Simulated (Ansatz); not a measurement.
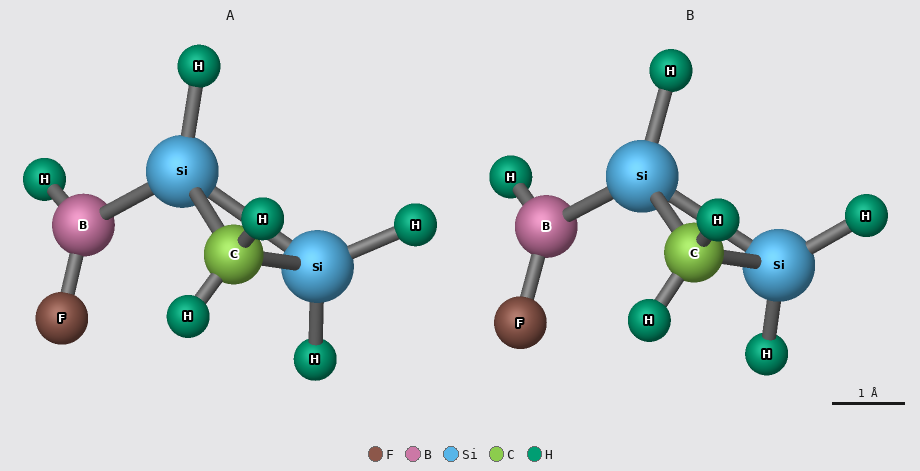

Two geometries of CH₆BFSi₂ (coarse preliminary run), drawn at one scale. One is the start of a relaxation, the other its converged end. The picture is a ball-and-stick view, seen at a tilt.

Theory: RKS PBE-D4/def2-SVP (Ansatz). Settings: force threshold 0.03 eV/Å; at most 200 steps.

Question: Which of the two is the end point?

Answer: Structure A is the relaxed one. The start comes from a force field. The atom that moves furthest after the best rigid fit is an H atom (0.24 Å). By element the largest moves are H 0.24 Å, F 0.15 Å, C 0.09 Å, B 0.08 Å, Si 0.07 Å. Near-neighbour distances that change, for instance: C–Si 1.800 → 1.932 Å, B–Si 1.917 → 1.990 Å, B–F 1.402 → 1.340 Å, C–Si 1.840 → 1.898 Å. Among the angles between lasting bonds that change: H–Si–H 128.5° → 114.3°, Si–Si–H 107.8° → 116.3°, Si–Si–H 113.4° → 120.3°. Over 6 accepted moves (8 points after the start) the energy falls by 0.517 eV. Largest force component: 2.4 eV/Å at the start, 0.03 eV/Å at the end. The line search rejected the trial steps at points 2, 5 of the run. The run took 11 s on 4 threads of Arm Neoverse V2, with other jobs on the host.
